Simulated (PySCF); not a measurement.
Zn(SMe)2, SMILES C[S][Zn][S]C (C2H6S2Zn), CAM-B3LYP/def2-SVP optimised geometry. Atoms within 1.6 Å of the plane z = 1.2 Å (x, y, z in Å): Zn1 (-0.73, 1.18, 0.00), S2 (1.44, 1.18, 0.00), C3 (1.80, -0.60, -0.23), H4 (1.42, -1.21, 0.59), H5 (2.90, -0.70, -0.25), S7 (-2.90, 1.21, -0.02), C8 (-3.28, 1.04, 1.76), H9 (-2.92, 0.09, 2.18), H10 (-4.38, 1.06, 1.85), H11 (-2.89, 1.87, 2.35).

Level of theory: CAM-B3LYP/def2-TZVP in PySCF.

Map of the log10 of the electron density (e/bohr³), floored at −4 on the plane z = 1.2 Å:

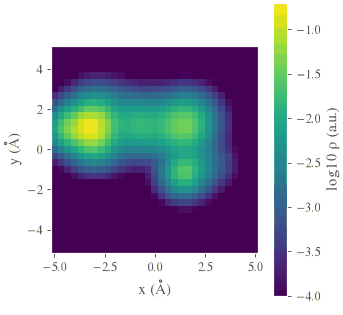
Fig. 1. Log10 of the electron density (e/bohr³), floored at −4 on the plane z = 1.2 Å.
